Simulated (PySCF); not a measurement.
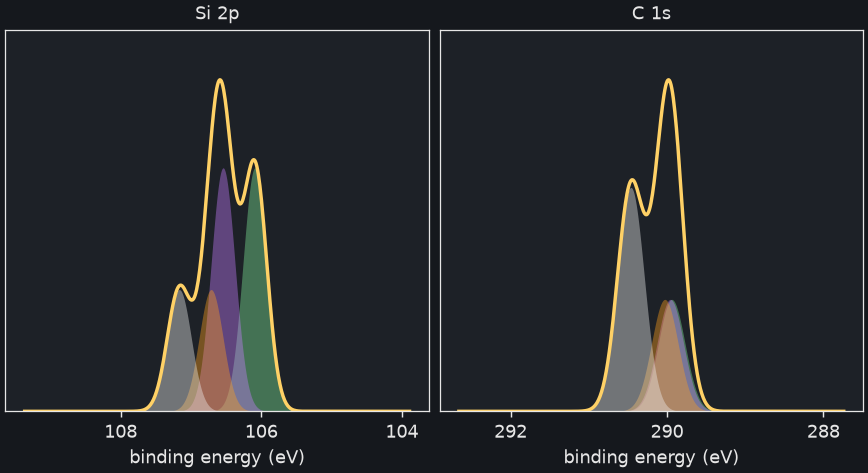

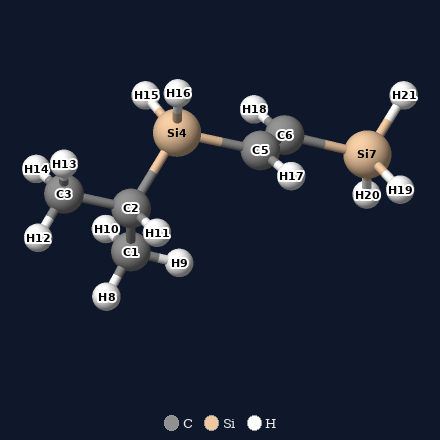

Simulated XPS of C₅H₁₄Si₂, SMILES CC(C)[SiH2]/C=C/[SiH3]. Vertical core-electron binding energies by ΔSCF (SCAN, pcX-2 on the ionised atom, pcseg-1 elsewhere, spin-free X2C; PySCF 2.14.0, at a PBE0-D3(BJ)/def2-SVP geometry (no frequency check)), gas phase, against the vacuum level. One atom of each kind was ionised; within a panel, areas follow the number of like atoms and 2j + 1 (2p levels are split by first-order spin-orbit coupling, an approximation), each panel is scaled alone, Gaussians of 0.4 eV full width. Only the regions named are shown. Lines closer than the width merge in the curve. The order of lines from different atoms under 0.3 eV apart is within the error of the method.

Q: Assign the components.

A:
```tsv
level	atoms	binding energy (eV)
Si 2p1/2	Si7	107.2
Si 2p1/2	Si4	106.7
Si 2p3/2	Si7	106.5
Si 2p3/2	Si4	106.1
C 1s	C1, C3	290.5
C 1s	C2	290.0
C 1s	C6	290.0
C 1s	C5	289.9
```

Q: How large is the chemical shift across the Si 2p region?

A: 0.5 eV, from Si4 at 106.1 eV to Si7 at 106.5 eV.

Caveats: one conformer of a flexible molecule.
